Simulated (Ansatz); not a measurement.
**GeAsH3 (singlet): PBE, r2SCAN, PBE0, B3LYP, wB97M-V, B2PLYP, RPA-PBE over vertical spin and charge gaps, cc-pVDZ**

Aim: run GeAsH3 (singlet) with these functionals over vertical spin and charge gaps, and hold them against the top wave-function level at the same points.

Computed with Ansatz 0.2.0, Gaussian basis. Level: cc-pVDZ, all electrons in the functionals, frozen cores in the correlation of double hybrids and RPA.

To be run: PBE, r2SCAN, PBE0, B3LYP, wB97M-V, B2PLYP, RPA-PBE, at charge 0, singlet; charge 0, triplet; charge 1, doublet.

3 further runs of the same task are left out: 3 set aside as unsound or not needed.

## 1. The system

The geometry is a PBE0/def2-TZVP stationary point (not a proven minimum). No spin-orbit coupling is included. The filled d shell of Ge, As may be among the frozen orbitals whatever the setting's name suggests; the logs give the count.

5 atoms, charge 0, spin multiplicity 1.

Atoms are counted from 1 here; the program's logs count them from 0.

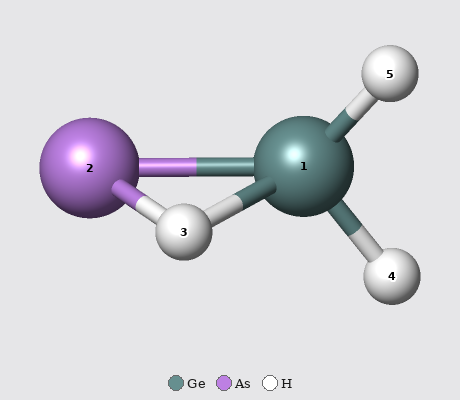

The structure; germanium teal, arsenic purple, hydrogen white; atoms are numbered from 1 in the order of the file.

Geometry (Å):

```xyz
5

Ge   -0.01841    0.00000    1.11596
As   -0.00473    0.00000   -1.13497
H     1.33786    0.00000   -0.13700
H     0.17015    1.23745    2.03812
H     0.17014   -1.23745    2.03812
```

No dispersion term is added; wB97M-V holds VV10 nonlocal correlation. B3LYP takes the VWN-RPA correlation.

The geometry shown and the zero of energy belong to the point charge 0, singlet. The yardstick, UCCSDT(Q), and other wave-function levels (R restricted, U unrestricted, valence and pair active spaces) come from earlier runs.

## 2. PBE, charge 0, singlet

Contents of in.yaml:

```yaml
crystal:
  periodic: [false, false, false]
  atoms:
    - {symbol: Ge, position_ang: [-0.018407, 0.000000, 1.115960]}
    - {symbol: As, position_ang: [-0.004730, 0.000000, -1.134971]}
    - {symbol: H, position_ang: [1.337856, 0.000000, -0.136995]}
    - {symbol: H, position_ang: [0.170146, 1.237454, 2.038120]}
    - {symbol: H, position_ang: [0.170145, -1.237455, 2.038119]}
basis:
  gaussian: {orbitals: cc-pVDZ}
hamiltonian: {xc: {name: PBE}}
output: {orbitals: {seedname: orbitals}}
```

The run is started by

```sh
> ansatz run in.yaml --threads 1 --pin off --events-out ev --progress --plain --max-ram 2816MiB --backend cpu
```

The runs that follow: PBE, charge 0, triplet; PBE, charge 1, doublet; r2SCAN, charge 0, singlet; r2SCAN, charge 0, triplet; r2SCAN, charge 1, doublet; PBE0, charge 0, singlet; PBE0, charge 0, triplet; PBE0, charge 1, doublet; B3LYP, charge 0, singlet; B3LYP, charge 0, triplet; B3LYP, charge 1, doublet; wB97M-V, charge 0, singlet; wB97M-V, charge 0, triplet; wB97M-V, charge 1, doublet; B2PLYP, charge 0, singlet; B2PLYP, charge 0, triplet; B2PLYP, charge 1, doublet; RPA-PBE, charge 0, singlet; RPA-PBE, charge 0, triplet; RPA-PBE, charge 1, doublet.

**Question.** What will the summary of the whole plan be? Wanted: singlet to triplet, UCCSDT(Q); ionisation to the doublet cation, UCCSDT(Q); largest miss, PBE; largest miss, r2SCAN; largest miss, PBE0; largest miss, B3LYP; largest miss, wB97M-V; largest miss, B2PLYP; largest miss, RPA-PBE.

As calculated:

| quantity | value |
| --- | --- |
| singlet to triplet, UCCSDT(Q) | 1.019 eV |
| ionisation to the doublet cation, UCCSDT(Q) | 7.209 eV |
| largest miss, PBE | +0.190 eV (ionisation to the doublet cation) |
| largest miss, r2SCAN | -0.268 eV (singlet to triplet) |
| largest miss, PBE0 | +0.222 eV (ionisation to the doublet cation) |
| largest miss, B3LYP | +0.247 eV (ionisation to the doublet cation) |
| largest miss, wB97M-V | +0.197 eV (ionisation to the doublet cation) |
| largest miss, B2PLYP | +0.131 eV (ionisation to the doublet cation) |
| largest miss, RPA-PBE | +0.200 eV (ionisation to the doublet cation) |
| largest miss, RCCSD(T) | +0.006 eV (singlet to triplet) |
| largest miss, UCCSD(T) | +0.003 eV (singlet to triplet) |

Of the functionals, B2PLYP keep the smallest largest miss at the points compared (at most 0.131 eV) and r2SCAN strays most (0.268 eV, at singlet to triplet). Functionals and the yardstick converge differently with the basis, so part of each miss in cc-pVDZ is the basis.
